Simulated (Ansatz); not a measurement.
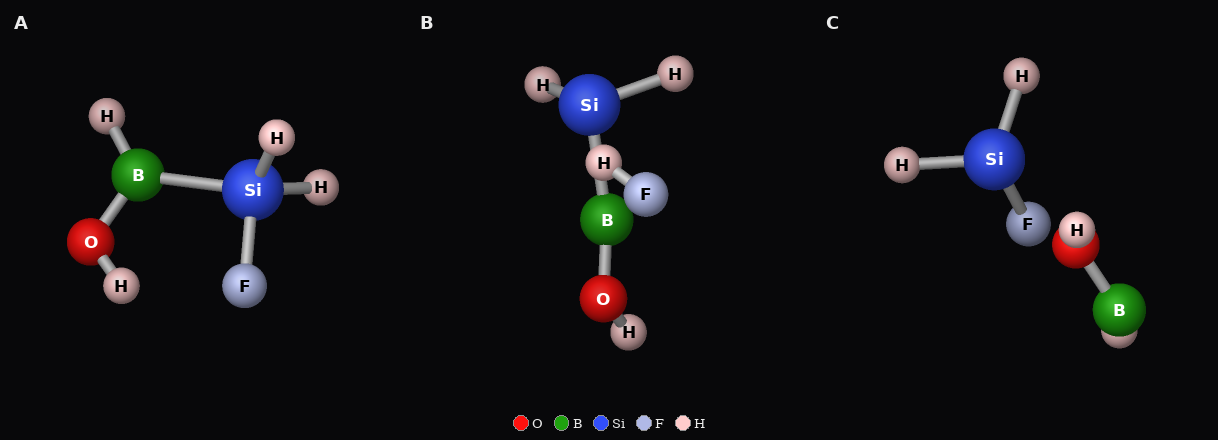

3 stationary structures of one formula. Geometries: PBE-D4/def2-SVP. Electronic energies: PBE-D4/def2-SVP (Ansatz 0.2.0), without zero-point energy. No frequency run is at hand to confirm each as a minimum. Each is one conformer, not always the lowest.

> Which structure is the most stable?

A is lowest (Cs); B lies 3.119 eV above it (C1), C lies 3.888 eV above it (Cs).
